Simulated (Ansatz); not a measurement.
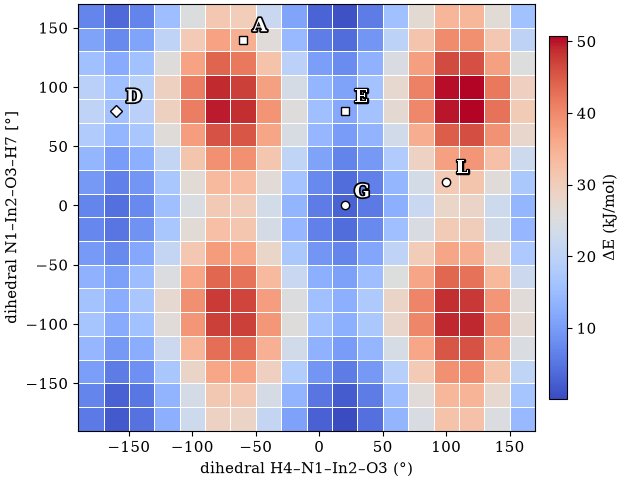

H4InNO, SMILES [NH2][InH][OH]. The first coordinate is: dihedral H4–N1–In2–O3; the second: dihedral N1–In2–O3–H7. Nothing is relaxed (all other coordinates rigid). Grid: 18 × 18 points. All energies are given in kJ/mol relative to the relaxed molecule at the same level. Method: RKS PBE0-D4/def2-SVP in Ansatz.

In the figure: one coloured cell a grid point, lettered points.

> Is D the lowest point of the computed grid?

No. D lies 15.9 kJ/mol above the lowest grid point, which is at dihedral H4–N1–In2–O3 = 20°, dihedral N1–In2–O3–H7 = −180°.

> What kind of point is each of A, D, E, G: minimum, saddle, maximum or slope?

A: on a slope; D: saddle point; E: saddle point; G: minimum. (In these two coordinates alone; a stationary point may lie a little off the grid point.)
